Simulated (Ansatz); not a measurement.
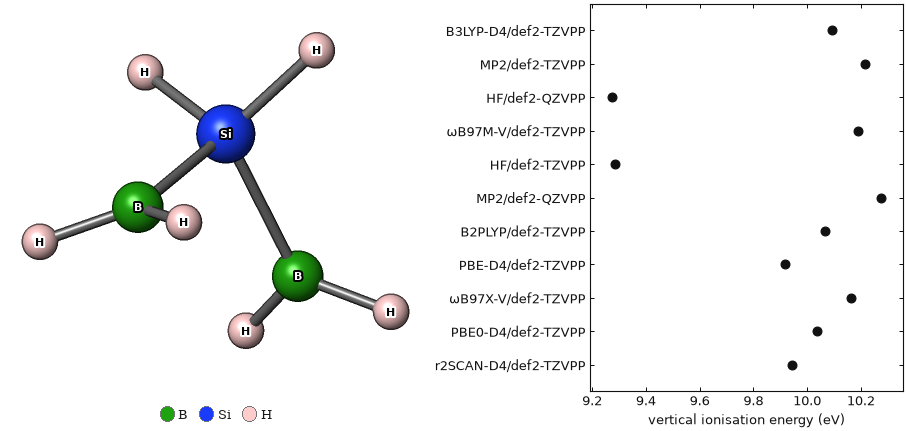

Vertical ionisation energy of B₂SiH₆, SMILES B[SiH2]B, taken as the energy of the cation less that of the neutral at fixed geometry (unrestricted doublet cation, cores frozen in correlated methods, no spin-orbit coupling), the Ansatz code, at a PBE0-D4/def2-TZVP geometry (a minimum by its frequencies).

### What range do the values span?

From 9.27 eV (HF/def2-QZVPP) to 10.28 eV (MP2/def2-QZVPP).

### Give the values.

```tsv
level	eV
B3LYP-D4/def2-TZVPP	10.09
MP2/def2-TZVPP	10.22
HF/def2-QZVPP	9.27
ωB97M-V/def2-TZVPP	10.19
HF/def2-TZVPP	9.28
MP2/def2-QZVPP	10.28
B2PLYP/def2-TZVPP	10.07
PBE-D4/def2-TZVPP	9.92
ωB97X-V/def2-TZVPP	10.16
PBE0-D4/def2-TZVPP	10.04
r2SCAN-D4/def2-TZVPP	9.94
```
